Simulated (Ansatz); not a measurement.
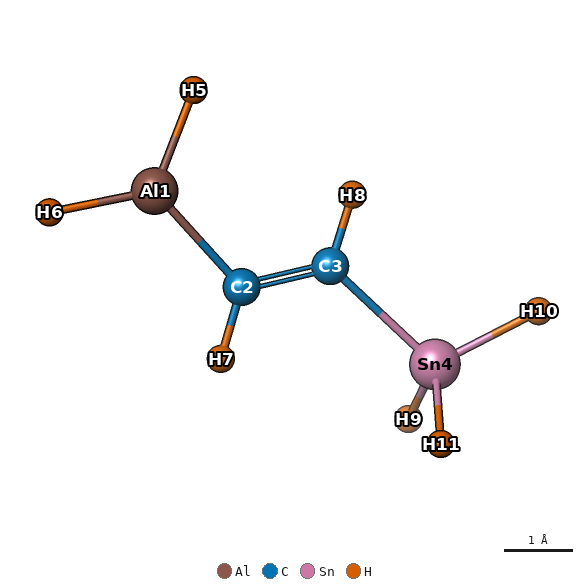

Orthographic view. Depth is shown by fading: the farther an atom, the more it takes the colour of the background. The computed structure is the end point of a PBE-D4/def2-SVP optimisation. No frequency run is at hand to confirm it as a minimum.

Write a Z-matrix (Å, degrees) in the order of the atom numbers, with these reference atoms: 2 to 1; 3 to 2, 1; 4 to 3, 2, 1; 5 to 1, 2, 3; 6 to 1, 5, 2; 7 to 2, 3, 4; 8 to 3, 2, 7; 9 to 4, 3, 8; 10 to 4, 9, 3; 11 to 4, 10, 9.

```
Al 
C    1   1.960
C    2   1.358   1   119.9
Sn   3   2.172   2   124.4   1   179.9
H    1   1.603   2   116.8   3     0.0
H    1   1.603   5   121.5   2   180.0
H    2   1.109   3   118.3   4     0.0
H    3   1.109   2   119.3   7   180.0
H    4   1.729   3   109.5   8  -120.4
H    4   1.729   9   109.4   3  -121.0
H    4   1.729  10   109.4   9   118.9
```
